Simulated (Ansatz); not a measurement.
# CH7AlO: basis-set convergence

How large a basis does CH7AlO need? Two functionals are run in growing sets.

Method: one geometry, several basis sets; program: Ansatz 0.2.0, Gaussian basis.

Levels to be run: PBE0-D4/def2-SVP; ωB97M-V/def2-SVP; PBE0-D4/def2-QZVPP; ωB97M-V/def2-QZVPP; the functionals' def2-TZVPP values are taken from earlier runs.

## Step 1: The geometry

All runs share one geometry, relaxed beforehand with PBE0-D4 in a triple-zeta def2 set.

10 atoms, charge 0, spin multiplicity 1.

Atoms are counted from 1 here; the program's logs count them from 0.

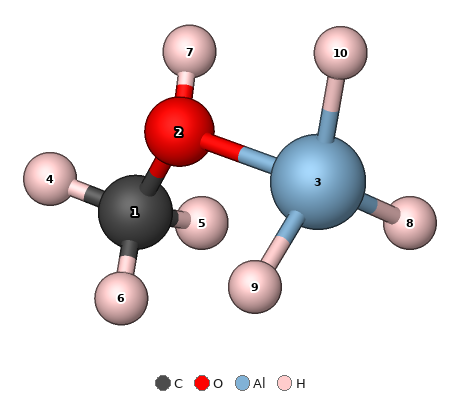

The geometry (carbon dark grey, oxygen red, aluminium light blue, hydrogen pink); atoms are numbered from 1 in the order of the file.

## Step 2: PBE0-D4 in def2-SVP

Input file in.yaml:

```yaml
crystal:
  periodic: [false, false, false]
  atoms:
    - {symbol: C, position_ang: [-1.049003, 0.619973, -0.668656]}
    - {symbol: O, position_ang: [0.338982, 0.266827, -0.599303]}
    - {symbol: Al, position_ang: [1.027852, -0.640791, 1.030880]}
    - {symbol: H, position_ang: [-1.218845, 1.269063, -1.527808]}
    - {symbol: H, position_ang: [-1.670612, -0.274994, -0.724510]}
    - {symbol: H, position_ang: [-1.269631, 1.161217, 0.249222]}
    - {symbol: H, position_ang: [0.624385, -0.170445, -1.407871]}
    - {symbol: H, position_ang: [-0.050179, -1.823563, 1.146979]}
    - {symbol: H, position_ang: [0.888910, 0.558629, 2.076485]}
    - {symbol: H, position_ang: [2.461242, -1.017114, 0.427482]}
basis:
  gaussian: {orbitals: def2-SVP}
hamiltonian: {xc: pbe0, dispersion: d4}
output: {orbitals: {seedname: orbitals}}
```

Further steps of the session: ωB97M-V in def2-SVP; PBE0-D4 in def2-QZVPP; ωB97M-V in def2-QZVPP.

Before running them: what should the planned runs give, taken together? Wanted: PBE0-D4: double and triple zeta above quadruple; ωB97M-V: double and triple zeta above quadruple.

The runs gave:

| quantity | value |
| --- | --- |
| PBE0-D4: double and triple zeta above quadruple | 6.45, 0.40 eV |
| ωB97M-V: double and triple zeta above quadruple | 6.64, 0.39 eV |

**Reading.** PBE0-D4 gains 6.05 eV from double to triple zeta, then 0.40 eV more. Total energies overstate the basis error of differences, where much of it tends to cancel. The LUMO of ωB97M-V is positive and keeps falling with the basis (1.77 to 0.65 eV): an unbound level that the basis holds in place.
